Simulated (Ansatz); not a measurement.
Partial pair distribution functions of a relaxed model of amorphous Ti20O37N2, broadened by 0.06 Å; density 3.64 g/cm³. Calculation: PBE, scalar-relativistic without spin-orbit coupling (plane waves to 420 eV, PAW; Ansatz, a first-principles code).

Preparation: random packing, a CHGNet melt and quench, and a DFT relaxation. O and N atoms were pushed apart under 1.9 Å during the dynamics, to hinder bonds among them. The hot cell started wider than the set density and was brought back towards it in steps. It is the lowest in DFT energy of 2 quenches. It is a model cell: composition and starting density were chosen by hand, and all elements were melted together. No dispersion term was used. Its density started from a set value of 3.64 and ended at 3.64 g/cm³. The quench (nominally 240 K/ps over its main leg) was far faster than any real one, so the model tends to hold more defects than a real film. A cell of this size samples the disorder only roughly. The volume was held where the preparation left it, at a PBE pressure of 0.9 GPa. Stress components on the final sampling reach 4.3 GPa.

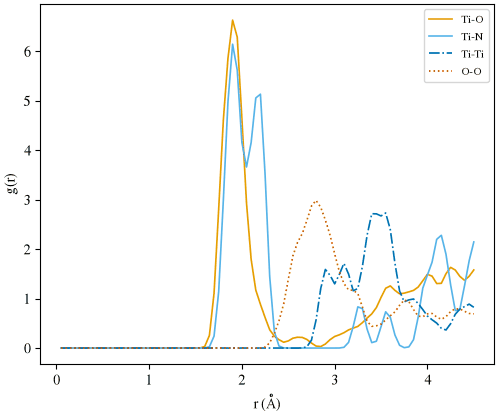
Figure. Partial pair distribution functions

Highest peaks under 4.5 Å: Ti-O near 1.90 Å, Ti-N near 1.90 Å, Ti-Ti near 3.55 Å, O-O near 2.80 Å; pairs of few atoms are noisy.

Within 2.42 Å each Ti has 4.90 O neighbours on average.
